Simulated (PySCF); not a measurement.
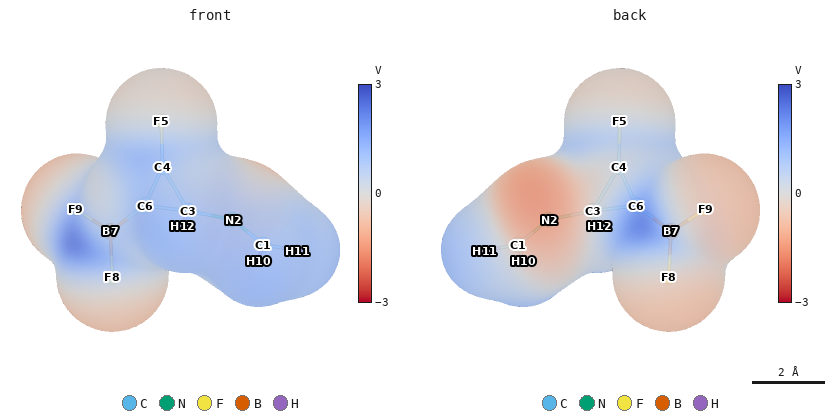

Figure 1: C₄H₃BF₃N (SMILES C=N[C@H]1C(F)=C1B(F)F). The electrostatic potential painted on the density surface at 0.002 e/bohr³, seen from the front and from behind; the colour scale runs from red (negative) to blue (positive).

Geometry: GFN2-xTB.

Computed with CAM-B3LYP/def2-SVPD, SCF density, gas phase in PySCF.

```yaml
atoms:
  - { symbol: C, position_ang: [2.2959, -0.5516, -0.6766] }
  - { symbol: N, position_ang: [1.2626, 0.1571, -0.6167] }
  - { symbol: C, position_ang: [0.4150, 0.0828, 0.5011] }
  - { symbol: C, position_ang: [-0.4151, 1.2652, 0.8170] }
  - { symbol: F, position_ang: [-0.3769, 2.4638, 1.3273] }
  - { symbol: C, position_ang: [-1.0990, 0.3025, 0.2537] }
  - { symbol: B, position_ang: [-2.3782, -0.2858, -0.3252] }
  - { symbol: F, position_ang: [-2.4203, -1.4657, -0.9042] }
  - { symbol: F, position_ang: [-3.5319, 0.3457, -0.2640] }
  - { symbol: H, position_ang: [2.6102, -1.2510, 0.1053] }
  - { symbol: H, position_ang: [2.9209, -0.4689, -1.5516] }
  - { symbol: H, position_ang: [0.7180, -0.5949, 1.3079] }
```

Question: Which sites attract a positive test charge, and which a negative one?

Answer: A positive charge is drawn to the negative regions and a negative charge to the positive ones. The most negative region (about −1.4 V) lies over N2, the most positive (about +2.0 V) over B7. N2 is the likeliest acceptor of a hydrogen bond.

Question: How polar is the molecule by this calculation?

Answer: Its dipole moment is 2.83 D.
